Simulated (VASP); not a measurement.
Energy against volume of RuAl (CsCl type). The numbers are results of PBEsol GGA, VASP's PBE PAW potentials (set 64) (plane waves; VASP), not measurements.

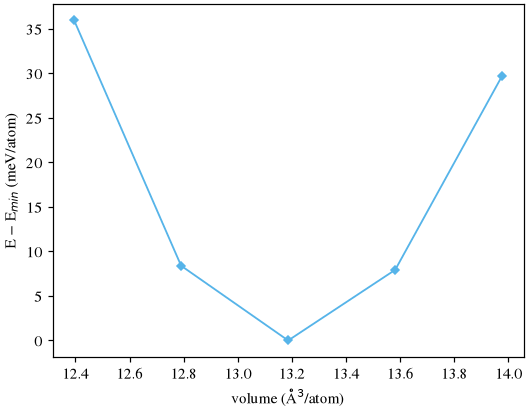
Energy against volume

**Question.** Estimate the equilibrium volume and the bulk modulus.

**Answer.** The minimum lies near 13.2 Å³/atom, and the curvature gives B0 of about 220 GPa.

The compound is RuAl in the CsCl type structure. It was relaxed first.
